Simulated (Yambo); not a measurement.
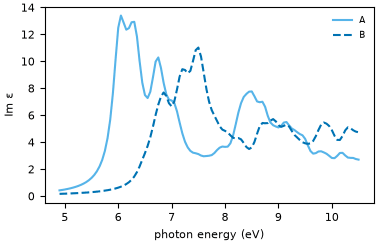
Fig. 1. Two computed absorption spectra of Li2PtH6 (space group Fm-3m, No. 225) (Yambo, PBEsol bands with the same scissor, field along x)

Which curve includes the electron-hole attraction (BSE)?

Curve A: the attraction moves weight to lower energy (centre of the plotted range 7.6 eV against 8.2 eV). Settings: 6×6×6 mesh, 8 valence and 6 conduction bands, static screening with 41 bands and a 3 Ry block, scissor 2.05 eV, Tamm-Dancoff. The scissor comes from a G0W0 run whose convergence isn't established. Broadening 0.15 eV. The band window holds all transitions up to 10.5 eV. On this mesh the peak heights and the fine structure are mesh artefacts; only the shift of weight is robust.

Spin-orbit coupling is not included.

Geometry of the Materials Project entry, not relaxed at this level; primitive cell a = b = c = 4.702 Å, α = β = γ = 60.00°.

The structure is a Materials Project entry; no match was found in the copy of COD used, and its stability was not checked.
